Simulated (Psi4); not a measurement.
**BH2F (SMILES BF): a chain of runs**

We compute a geometry optimisation (singlet BH2F, TPSS/cc-pVTZ), then the energy (doublet BH2F+, UTPSS/cc-pVTZ), then a structure relaxation (doublet BH2F+, UTPSS/cc-pVTZ), then a single-point energy (singlet BH2F, TPSS/cc-pVTZ) of BFH2. 

The results are computed with Psi4 1.11.

## Step 1: The system as given

BH2F has 4 atoms, charge 0, and is taken as a singlet. As SMILES, `BF`. All atoms were displaced at random from a relaxed shape. The run starts from this shape.

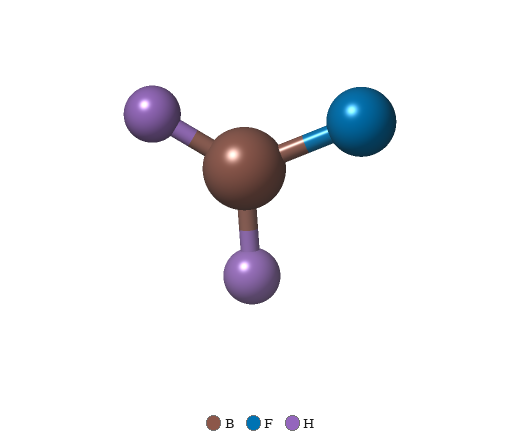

The structure, seen from a chosen angle (boron brown, fluorine blue, hydrogen purple).

## Step 2: A geometry optimisation at TPSS/cc-pVTZ (density fitting) (run 1)

bfh2.sdf

```

     RDKit          3D

  4  3  0  0  0  0  0  0  0  0999 V2000
   -0.0009    0.0767   -0.0663 B   0  0  0  0  0  0  0  0  0  0  0  0
    1.0040   -0.2885    0.7351 F   0  0  0  0  0  0  0  0  0  0  0  0
   -0.9153   -0.6208    0.1340 H   0  0  0  0  0  0  0  0  0  0  0  0
    0.0285    0.8600   -0.8755 H   0  0  0  0  0  0  0  0  0  0  0  0
  2  1  1  0
  3  1  1  0
  4  1  1  0
M  END
$$$$
```

run.py

```python
import psi4
from rdkit import Chem

psi4.set_memory('1600 MB')
psi4.set_num_threads(1)
psi4.core.set_output_file('psi4.out', False)

rd = Chem.SDMolSupplier('bfh2.sdf', removeHs=False, sanitize=False)[0]
xyz = rd.GetConformer().GetPositions()
atoms = '\n'.join(f'{a.GetSymbol()} {x:.4f} {y:.4f} {z:.4f}' for a, (x, y, z) in zip(rd.GetAtoms(), xyz))
molecule = psi4.geometry('0 1\n' + atoms + '')

options = {'basis': 'cc-pVTZ'}
psi4.set_options(options)

result = psi4.optimize('tpss')
print('E =', round(result, 9))
print(molecule.to_string(dtype='xyz', units='Angstrom'))
```

Run with:

```console
$ python run.py
```

psi4.out:

```text
[...]
  Running in c1 symmetry.
[...]
  Nuclear repulsion =   27.193380744607179
[...]
  Multiplicity = 1
[...]
  Nalpha       = 8
  Nbeta        = 8
[...]
    Number of basis functions: 88
[...]
   @DF-RKS iter   1:  -125.91727131117315   -4.43165e-01   4.39458e-03 ADIIS/DIIS
[...]
   @DF-RKS iter   6:  -125.98941213776342   -9.20863e-12   7.81765e-09 DIIS
[...]
  @DF-RKS Final Energy:  -125.98941213776342
   => Energetics <=
    Nuclear Repulsion Energy =             27.0060942429572037
    One-Electron Energy =                -226.9590796065066911
    Two-Electron Energy =                  89.2549293400710297
    DFT Exchange-Correlation Energy =     -15.2913561142849606
    Empirical Dispersion Energy =           0.0000000000000000
    VV10 Nonlocal Energy =                  0.0000000000000000
    Total Energy =                       -125.9894121377634235
[...]
 Multipole Moments:
 ------------------------------------------------------------------------------------
     Multipole            Electronic (a.u.)      Nuclear  (a.u.)        Total (a.u.)
 ------------------------------------------------------------------------------------
 L = 1.  Multiply by 2.5417464519 to convert [e a0] to [Debye]
 Dipole X            :          1.6116775           -1.8171317           -0.2054542
 Dipole Y            :         -0.3793852            0.4274887            0.0481035
 Dipole Z            :          1.1536242           -1.3003297           -0.1467055
 Magnitude           :                                                    0.2569978
[...]
  -Total Gradient:
     Atom            X                  Y                   Z
    ------   -----------------  -----------------  -----------------
       1       -0.000145864295    -0.000015421628    -0.000035878731
       2        0.000131626244     0.000011112943     0.000046966326
       3       -0.000060954509    -0.000006516122    -0.000029876787
       4        0.000014890989     0.000025046161    -0.000024371596
[...]
    Final optimized geometry and variables:
    Molecular point group: c1
    Full point group: C1
    Geometry (in Angstrom), charge = 0, multiplicity = 1:
    B           -0.601983970201     0.141506202927    -0.430587112465
    F            0.459616442605    -0.108058757742     0.328785173375
    H           -1.580501902289    -0.520769429435    -0.249949598094
    H           -0.507710892352     1.011984502144    -1.244286230885
[...]
```

Standard output:

```text
Some dependencies such as QCElemental have not yet finished migration to pydantic v2. If issues are encountered please downgrade pydantic or upgrade QCElemental as appropriate
	Energy has increased in a minimization.
	Energy ratio indicates iffy step.
	Intrafrag trust radius decreased to   0.25.
Optimizer: Optimization complete!
E = -125.989412138
4
0 1 BFH2
B                    -0.601983970201     0.141506202927    -0.430587112465
F                     0.459616442605    -0.108058757742     0.328785173375
H                    -1.580501902289    -0.520769429435    -0.249949598094
H                    -0.507710892352     1.011984502144    -1.244286230885
```

It took 26 s on 1 thread of Intel Xeon 6975P-C (Granite Rapids), shared host; peak memory 0.8 GiB.

The path in brief:

| step | energy from the first frame kept (eV) | largest force (eV/Å) |
| --- | --- | --- |
| 0 | 0.0000 | 2.6199 |
| 1 | -0.1643 | 0.6664 |
| 2 | 0.0076 | 2.2034 |
| 3 | -0.1128 | 1.2780 |
| 4 | -0.1750 | 0.1522 |
| 5 | -0.1760 | 0.0078 |

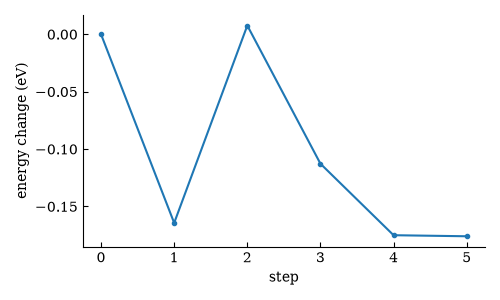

Energy along the run.

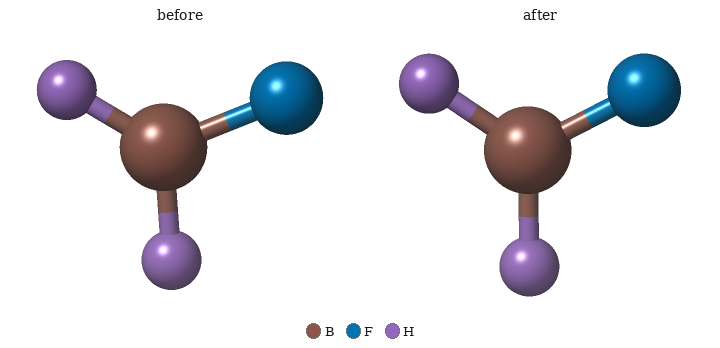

Before and after, at one scale.

After the run. Bond lengths: B1–F2 1.329 Å, B1–H3 1.195 Å, B1–H4 1.195 Å. Angles: F2–B1–H3 117.6°, F2–B1–H4 117.6°, H3–B1–H4 124.8°.

## Step 3: The doublet cation: the energy at UTPSS/cc-pVTZ (density fitting) (run 2)

job.dat

```
memory 1600 mb

molecule {
  1 2
  B
  F 1 r2
  H 1 r3 2 a3
  H 1 r4 3 a4 2 d4

  r2 = 1.32888
  r3 = 1.195297
  a3 = 117.6179
  r4 = 1.195294
  a4 = 124.81626
  d4 = 179.99117
  symmetry c1
}

set globals {
  basis cc-pVTZ
  reference uks
}

result, w = energy("tpss", return_wfn=True)
```

Run with:

```console
$ psi4 -i job.dat -o job.out -n 1
```

job.out:

```text
[...]
  Running in c1 symmetry.
[...]
  Nuclear repulsion =   27.006107336818967
[...]
  Multiplicity = 2
[...]
  Nalpha       = 8
  Nbeta        = 7
[...]
    Number of basis functions: 88
[...]
   @DF-UKS iter   1:  -125.52279859333187   -4.83782e-02   1.90271e-03 ADIIS/DIIS
[...]
   @DF-UKS iter   8:  -125.54049900900128   -1.23772e-08   4.71759e-07 DIIS
[...]
   @S^2 Observed:                7.561693606E-01
[...]
    Orbital Energies [Eh]
    ---------------------
    Alpha Occupied:
       1A    -24.807895     2A     -7.027162     3A     -1.502897
       4A     -0.865230     5A     -0.796854     6A     -0.773040
       7A     -0.747643     8A     -0.676664
    Alpha Virtual:
       9A     -0.386796    10A     -0.204122    11A     -0.175759
      12A     -0.115289    13A     -0.086935    14A     -0.074643
      15A     -0.054126    16A      0.025612    17A      0.044939
      18A      0.144541    19A      0.145600    20A      0.171943
      21A      0.221507    22A      0.292886    23A      0.340127
      24A      0.554081    25A      0.558707    26A      0.559807
[...]
  @DF-UKS Final Energy:  -125.54049900900128
   => Energetics <=
    Nuclear Repulsion Energy =             27.0061073368189675
    One-Electron Energy =                -221.3109867471030157
    Two-Electron Energy =                  83.6727866501848609
    DFT Exchange-Correlation Energy =     -14.9084062489020788
    Empirical Dispersion Energy =           0.0000000000000000
    VV10 Nonlocal Energy =                  0.0000000000000000
    Total Energy =                       -125.5404990090012802
[...]
 Multipole Moments:
 ------------------------------------------------------------------------------------
     Multipole            Electronic (a.u.)      Nuclear  (a.u.)        Total (a.u.)
 ------------------------------------------------------------------------------------
 L = 1.  Multiply by 2.5417464519 to convert [e a0] to [Debye]
 Dipole X            :          0.0001337           -0.0001419           -0.0000082
 Dipole Y            :          0.0002189           -0.0004694           -0.0002505
 Dipole Z            :          0.6710600           -2.2749873           -1.6039273
 Magnitude           :                                                    1.6039273
[...]
```

Run time: 6.9 s. Hardware: 1 thread of Intel Xeon 6975P-C (Granite Rapids), shared host; peak memory 0.74 GiB.

## Step 4: The doublet cation: a geometry optimisation at UTPSS/cc-pVTZ (density fitting) (run 3)

job.in

```
memory 1600 mb

molecule {
  1 2
  B     -0.034562     0.004245    -0.040606
  F      1.027038    -0.245320     0.718766
  H     -1.013080    -0.658030     0.140032
  H      0.059711     0.874724    -0.854305
  symmetry c1
}

set basis cc-pVTZ
set reference uks

energy_value, wavefunction = optimize("tpss", return_wfn=True)
print_variables()
```

Run with:

```console
$ psi4 job.in job.out -n 1
```

job.out:

```text
[...]
  Running in c1 symmetry.
[...]
  Nuclear repulsion =   27.006101128938372
[...]
  Multiplicity = 2
[...]
  Nalpha       = 8
  Nbeta        = 7
[...]
    Number of basis functions: 88
[...]
   @DF-UKS iter   1:  -125.52279854451166   -4.83784e-02   1.90271e-03 ADIIS/DIIS
[...]
   @DF-UKS iter   8:  -125.55783104919152   -1.20792e-12   4.02847e-09 DIIS
[...]
   @S^2 Observed:                7.574371814E-01
[...]
  @DF-UKS Final Energy:  -125.55783104919152
   => Energetics <=
    Nuclear Repulsion Energy =             27.5895922496201678
    One-Electron Energy =                -222.5388069644737925
    Two-Electron Energy =                  84.3173000014626552
    DFT Exchange-Correlation Energy =     -14.9259163358005633
    Empirical Dispersion Energy =           0.0000000000000000
    VV10 Nonlocal Energy =                  0.0000000000000000
    Total Energy =                       -125.5578310491915204
[...]
 Multipole Moments:
 ------------------------------------------------------------------------------------
     Multipole            Electronic (a.u.)      Nuclear  (a.u.)        Total (a.u.)
 ------------------------------------------------------------------------------------
 L = 1.  Multiply by 2.5417464519 to convert [e a0] to [Debye]
 Dipole X            :          0.7988293           -2.2531762           -1.4543468
 Dipole Y            :         -0.1878531            0.5301895            0.3423363
 Dipole Z            :          0.5720640           -1.6128202           -1.0407562
 Magnitude           :                                                    1.8208493
[...]
  -Total Gradient:
     Atom            X                  Y                   Z
    ------   -----------------  -----------------  -----------------
       1        0.000122474486    -0.000025030068     0.000112554123
       2       -0.000130180088     0.000027900690    -0.000102032055
       3       -0.000084101377    -0.000046744638    -0.000002918172
       4       -0.000007348249     0.000067239242    -0.000078324278
[...]
```

On the terminal:

```text
Optimizer: Optimization complete!
```

It took 63 s on 1 thread of Intel Xeon 6975P-C (Granite Rapids), shared host; peak memory 0.78 GiB.

Steps, from the record of the run:

| step | energy from the first frame kept (eV) | largest force (eV/Å) |
| --- | --- | --- |
| 0 | 0.0000 | 5.1314 |
| 1 | -0.2666 | 2.5293 |
| 2 | -0.3948 | 1.0008 |
| 3 | -0.4467 | 0.3478 |
| 4 | -0.4699 | 0.1734 |
| 5 | -0.4700 | 0.1406 |
| 6 | -0.4615 | 0.4383 |
| 7 | -0.4700 | 0.1298 |
| 8 | -0.4716 | 0.0087 |

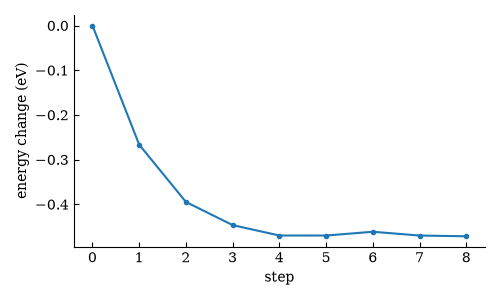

Energy along the run.

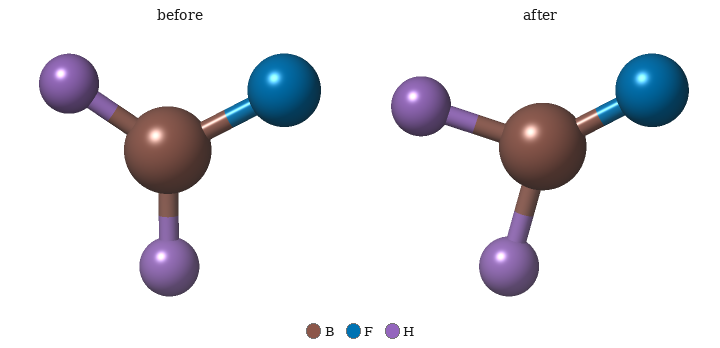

Before and after, at one scale.

After the run. Bond lengths: B1–F2 1.248 Å, B1–H3 1.282 Å, B1–H4 1.283 Å. Angles: F2–B1–H3 133.6°, F2–B1–H4 133.6°, H3–B1–H4 92.7°.

## Step 5: The energy at TPSS/cc-pVTZ (density fitting) (run 4)

bfh2.inp

```
memory 1600 mb

molecule mol {
  0 1
  B      0.03884143    -0.01621196    -0.00238483
  F      1.92245240    -0.45943966     1.34528280
  H     -2.18453852    -0.97102821    -0.13518912
  H     -0.40856635     1.56706106    -1.78193804
  units bohr
  symmetry c1
}

set {
  basis cc-pVTZ
}

energy("tpss")
print_variables()
```

Run with:

```console
$ psi4 -i bfh2.inp -o bfh2.out -n 1
```

bfh2.out:

```text
[...]
  Running in c1 symmetry.
[...]
  Nuclear repulsion =   27.589587250746622
[...]
  Multiplicity = 1
[...]
  Nalpha       = 8
  Nbeta        = 8
[...]
    Number of basis functions: 88
[...]
   @DF-RKS iter   1:  -125.89469044060152   -3.72930e-01   4.45482e-03 ADIIS/DIIS
[...]
   @DF-RKS iter   7:  -125.95857844652554   -7.74929e-09   3.56064e-07 DIIS
[...]
    Orbital Energies [Eh]
    ---------------------
    Doubly Occupied:
       1A    -24.463340     2A     -6.665721     3A     -1.198084
       4A     -0.538451     5A     -0.453136     6A     -0.451960
       7A     -0.425726     8A     -0.253487
[...]
  @DF-RKS Final Energy:  -125.95857844652554
   => Energetics <=
    Nuclear Repulsion Energy =             27.5895872507466215
    One-Electron Energy =                -227.7413863874863011
    Two-Electron Energy =                  89.4683140995901454
    DFT Exchange-Correlation Energy =     -15.2750934093760158
    Empirical Dispersion Energy =           0.0000000000000000
    VV10 Nonlocal Energy =                  0.0000000000000000
    Total Energy =                       -125.9585784465255358
[...]
 Multipole Moments:
 ------------------------------------------------------------------------------------
     Multipole            Electronic (a.u.)      Nuclear  (a.u.)        Total (a.u.)
 ------------------------------------------------------------------------------------
 L = 1.  Multiply by 2.5417464519 to convert [e a0] to [Debye]
 Dipole X            :          2.3028792           -2.2531762            0.0497030
 Dipole Y            :         -0.5419593            0.5301894           -0.0117699
 Dipole Z            :          1.6486884           -1.6128194            0.0358689
 Magnitude           :                                                    0.0624140
[...]
```

Wall time 4.5 s (1 thread of Intel Xeon 6975P-C (Granite Rapids), shared host); peak memory 0.72 GiB.

## Step 6: Results

```
                                                               quantity          value
                           run 1, TPSS/cc-pVTZ: total energy at the end  -125.98941 Eh
                                     run 1, TPSS/cc-pVTZ: dipole moment         0.65 D
                                       run 1, TPSS/cc-pVTZ: HOMO energy       -8.01 eV
                                       run 1, TPSS/cc-pVTZ: LUMO energy       -1.96 eV
                                     run 1, TPSS/cc-pVTZ: HOMO–LUMO gap        6.05 eV
                                    doublet cation, run 2: total energy  -125.54050 Eh
              doublet cation, run 2: HOMO energy (highest over α and β)      -18.41 eV
               doublet cation, run 2: LUMO energy (lowest over α and β)      -16.42 eV
                                            doublet cation, run 2: ⟨S²⟩          0.756
                         doublet cation, run 3: total energy at the end  -125.55783 Eh
              doublet cation, run 3: HOMO energy (highest over α and β)      -17.23 eV
               doublet cation, run 3: LUMO energy (lowest over α and β)      -14.76 eV
                                            doublet cation, run 3: ⟨S²⟩          0.757
                                      run 4, TPSS/cc-pVTZ: total energy  -125.95858 Eh
                                     run 4, TPSS/cc-pVTZ: dipole moment         0.16 D
                                       run 4, TPSS/cc-pVTZ: HOMO energy       -6.90 eV
                                       run 4, TPSS/cc-pVTZ: LUMO energy       -1.78 eV
                                     run 4, TPSS/cc-pVTZ: HOMO–LUMO gap        5.12 eV
adiabatic ionisation energy (to the doublet cation, no zero-point term)      11.744 eV
```

The adiabatic ionisation energy (to the doublet cation, no zero-point term) is 11.74 eV (1133 kJ/mol). The optimisation (run 1, TPSS/cc-pVTZ) took 6 steps and changed the energy by -0.176 eV. The optimisation (doublet cation, run 3) took 9 steps and changed the energy by -0.472 eV.
